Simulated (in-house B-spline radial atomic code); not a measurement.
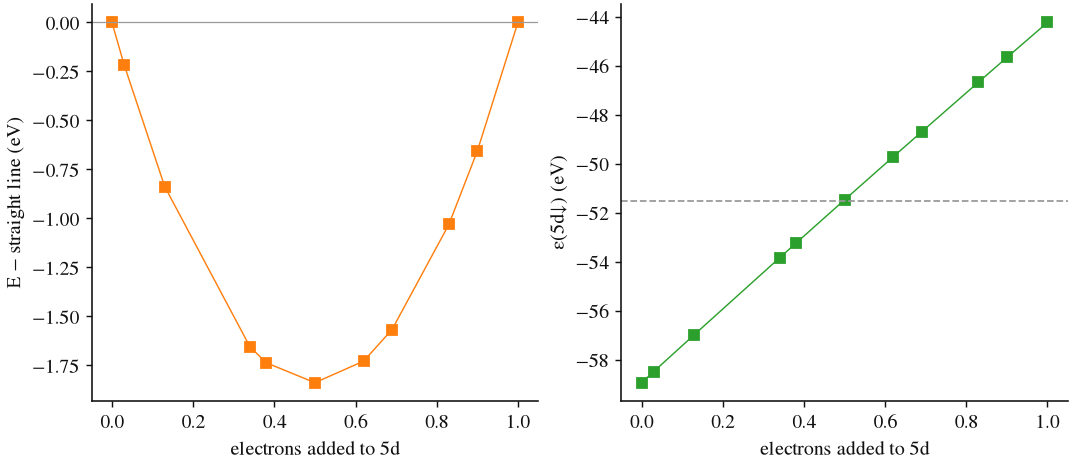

Theory: scalar-relativistic (spin-free one-electron X2C) TPSS, spin-polarised, spherical fractional occupations, Fermi nucleus, basis-set limit (computed with an in-house B-spline radial code). The occupation of the 5d shell is varied from Tl⁴⁺ ([Xe] 4f14 5d9 (high spin)) to Tl³⁺ ([Xe] 4f14 5d10), with spherical fractional occupations. The plot shows the total energy less the straight line between the end points, and the eigenvalue of 5d↓ (the dashed line is minus the energy to take the whole electron out).

Question: Is the energy convex or concave in the occupation, and by how much?

Answer: The curve is convex (below the straight line), with the largest deviation among the points computed, −1.84 eV, at 0.5. The end points differ by 51.5 eV, the energy to take the electron out. The eigenvalue, which is the slope of the energy (Janak's theorem), moves from −58.9 eV at 0 to −44.2 eV at 1; for a straight line it would stay constant, and a parabola would sag by an eighth of this change, scaled to a whole electron, 1.84 eV. Convexity is the mark of the delocalisation error, which puts fractional charges too low; for p, d and f shells the spherical spreading of the fraction adds to it.
